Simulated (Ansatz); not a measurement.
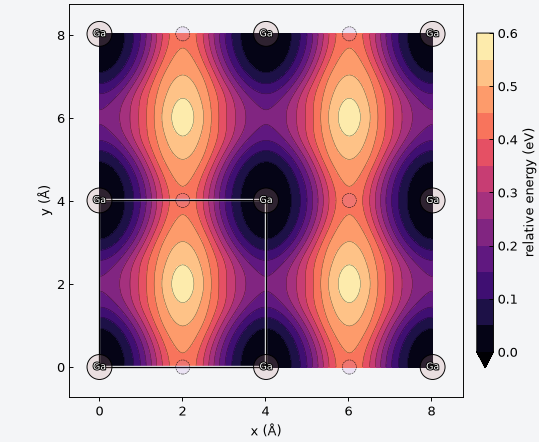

Energy landscape of Ag on a GaAs(100) slab cut from the F-43m phase, its upper half relaxed before the scan (4 atoms of substrate and one adsorbate in a 1 × 1 cell). 
- Ag is moved over the surface cell at a fixed height above a rigid substrate; the origin of the map has the adsorbate above Ga4; the height is held at 2.50 Å.
- Places are given modulo a cell vector. The map is drawn in real space over the plane of the surface.
- The grid has 8 × 8 points; 25 points were computed and 39 follow by symmetry.
- All energies are given in eV relative to the lowest grid point.
- With one adsorbate in each 1 × 1 cell, its nearest image is 4.0 Å away, so neighbouring adsorbates interact. At a fixed height the lowest place need not be the adsorption site.
- All numbers below come from DFT PBE+D3(BJ), scalar-relativistic, plane waves, PAW (Ansatz). Settings: cutoff 420 eV, k-mesh 7×7×1, gaussian smearing 0.05 eV, spin-polarised.

The picture shows filled contours, labelled circles for the atoms of the top layer and small ones for the second layer, the outline of one cell of the 2 × 2 shown. Between grid points the surface is interpolated. 

**Summarise what can be read from the map.**

The lowest grid point is at the top site over a surface Ga atom, (0/8, 0/8) of the cell vectors. No other kind of well shows on this grid. The highest grid point, a fourfold hollow over a third-layer Ga atom, (4/8, 4/8) of the cell vectors, lies 0.573 eV above the lowest. On the interpolated surface the easiest way out of the lowest well to its copy in the next cell or period passes a barrier of about 0.2 eV. At the lowest point the adsorbate has 1 Ga at 2.50 Å as nearest neighbours, at the highest 4 Ga at 3.78 Å.

Grid values (eV):

```tsv
second ↓, first →	0/8	1/8	2/8	3/8	4/8	5/8	6/8	7/8
7/8	0.007	0.048	0.185	0.377	0.461	0.377	0.185	0.048
6/8	0.061	0.116	0.270	0.442	0.501	0.442	0.270	0.116
5/8	0.161	0.217	0.352	0.481	0.546	0.481	0.352	0.217
4/8	0.205	0.253	0.364	0.500	0.573	0.500	0.364	0.253
3/8	0.161	0.217	0.352	0.481	0.546	0.481	0.352	0.217
2/8	0.061	0.116	0.270	0.442	0.501	0.442	0.270	0.116
1/8	0.007	0.048	0.185	0.377	0.461	0.377	0.185	0.048
0/8	0.000	0.032	0.155	0.346	0.439	0.346	0.155	0.032
```

Time for the 25 points that were run: 86 min on 1 thread of Arm Neoverse N1, with other jobs on the host.

PAW datasets: the set soft_1.
